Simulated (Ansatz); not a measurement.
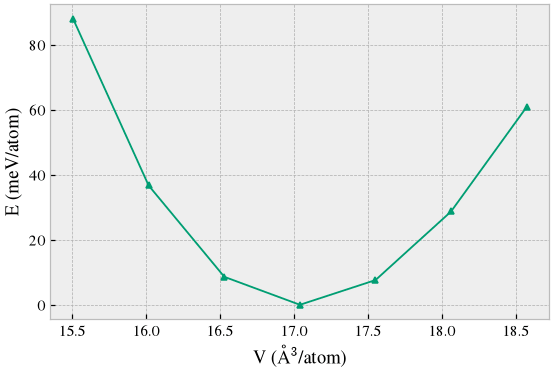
Fig. 1. TaAg in space group Cmcm (No. 63; Ta on 4c, Ag on 4c) under volume change, plane-wave PAW PBEsol (Ansatz code), shape and atoms relaxed at each volume.

### Question
What does a third-order Birch–Murnaghan fit give for V₀, B₀ and B′?

### Answer
V₀ = 17.04 Å³/atom, B₀ = 168 GPa, B′ = 5.1.

The start of the workflow was typed in or built on a structure type; neither database checked (COD, Materials Project) lists it. Whether it is the stable phase at ambient conditions was not checked. The PBEsol relaxation kept the symmetry of its start; its stability against distortions is not shown here. No spin polarisation was allowed. Its formation energy is positive at this level, so the cell may be metastable or incomplete. Scalar-relativistic: spin–orbit coupling is off unless named, which matters more the heavier the elements.

Potentials: the later of the program's two PAW sets.
